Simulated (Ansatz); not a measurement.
**AlF₂H₃O₂: density, localisation and related maps**

Input

```
crystal:
  periodic: [false, false, false]
  atoms:
    - {symbol: Al, position_ang: [-0.992617, 0.008364, -0.405777]}
    - {symbol: H, position_ang: [-0.460848, -1.632519, -0.178284]}
    - {symbol: F, position_ang: [-1.437108, 0.305053, -1.954068]}
    - {symbol: F, position_ang: [-1.894098, 0.542316, 0.852070]}
    - {symbol: H, position_ang: [0.406839, -1.052734, 0.034304]}
    - {symbol: O, position_ang: [0.835878, 0.093719, -0.125938]}
    - {symbol: O, position_ang: [1.311793, 0.792020, 1.018216]}
    - {symbol: H, position_ang: [2.230261, 0.943881, 0.759577]}
basis:
  gaussian: {orbitals: def2-TZVPP}
hamiltonian: {xc: pbe0, dispersion: d4}
output: {orbitals: {seedname: orbitals}}
```

Command:

```sh
ansatz run in.yaml --threads 4 --pin off --events-out ev --progress --plain --max-ram 9574MiB
```

A transition-state structure; geometry: PBE0-D4/def2-TZVP.

Computed with Ansatz, RKS PBE0-D4/def2-TZVPP.

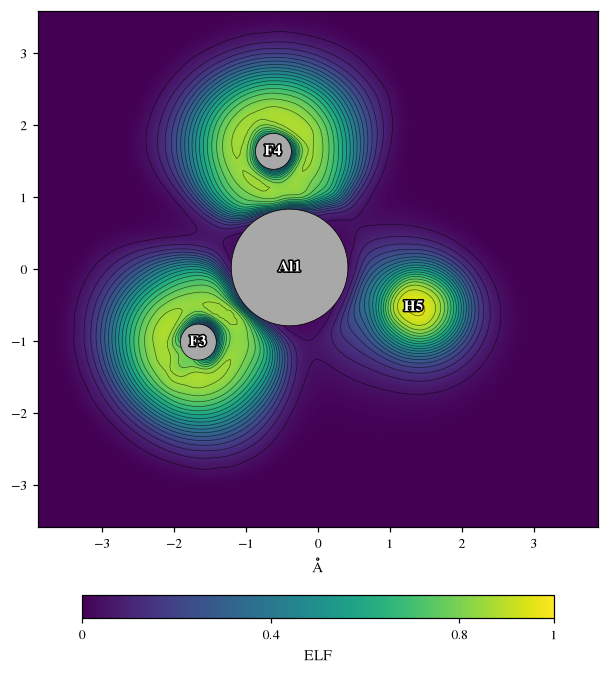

Figure 1. ELF on the plane of atoms F3, Al1 and H5. Grey discs cover the atomic cores.

Q: What do the fields say about this system?

A: Atoms in the plane: Al, F and H. Al–F (1.64 Å): the ELF peaks at about 0.85 in the valence shell of F, 0.6 Å from its nucleus, and is about 0.35 at the midpoint. The ELF also peaks beside F3 and F4, away from the bonds: lone-pair regions.

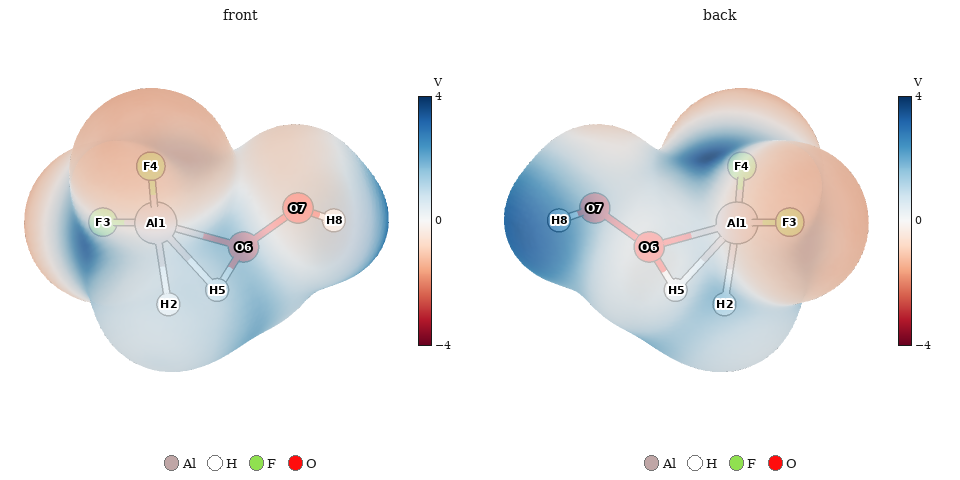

Figure 2. The electrostatic potential painted on the density surface at 0.002 e/bohr³, seen from the front and from behind; red is negative and blue positive.

Q: Which sites attract a positive test charge, and which a negative one?

A: A positive charge is drawn to the negative regions and a negative charge to the positive ones. The most negative region (about −1.3 V, or −30 kcal/mol for a unit charge) lies over F3 and F4, the most positive (about +3.3 V, or +76 kcal/mol for a unit charge) over Al1 and H8.

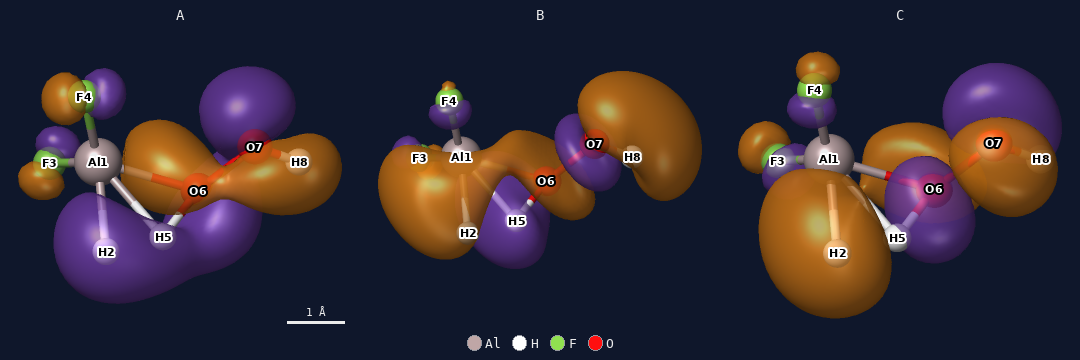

Figure 3. Three frontier orbitals at ±0.08 Å⁻³ᐟ² (orange and purple are the two phases), in no order.

Q: Which picture is the HOMO−1, the HOMO and the LUMO?

A: A is the HOMO−1 (−10.18 eV). Its weight (Hirshfeld) is mainly on O6 (about 45 %), O7 (about 30 %) and H2 (about 5 %); π-antibonding (π*) across O6–O7. C is the HOMO (−8.72 eV). It lies mainly on O7 (about 35 %), O6 (about 30 %) and H2 (about 15 %); π-antibonding (π*) across O7–O6. B is the LUMO (−0.73 eV). By Hirshfeld shares it lies mainly on O7 (about 35 %), O6 (about 25 %), Al1 (about 15 %) and H8 (about 10 %).

Q: What is the HOMO–LUMO gap?

A: 7.99 eV between the orbital energies.
